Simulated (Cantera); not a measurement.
Feed: 1 mol Si3H8, a varied amount of HCl, 52 mol N2, held at 1525 °C and 1330 Pa.

Cantera equilibrium calculation (NASA polynomials, part measured and part estimated; ideal gas, pure solids and liquids). Candidate condensed phases: NH4Cl, Si, Si3N4; 28 gas species. The feed counts by its element totals alone. The tables' values for SiCl are old estimates; treat these amounts as uncertain. The numbers say what is thermodynamically allowed, not how fast it happens.

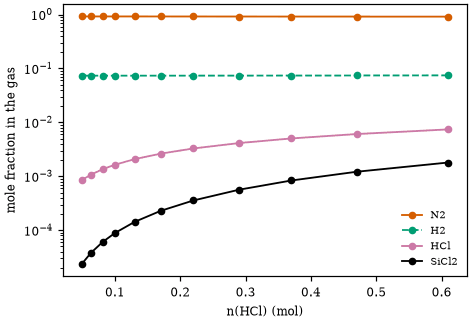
Equilibrium gas composition (values under 1e-9 drawn at 1e-9)

From 0.049 mol HCl to 0.61 mol HCl the condensed part is Si3N4(s). The main Si-bearing gas is Si at 0.049 mol HCl and SiCl2 at 0.61 mol HCl.
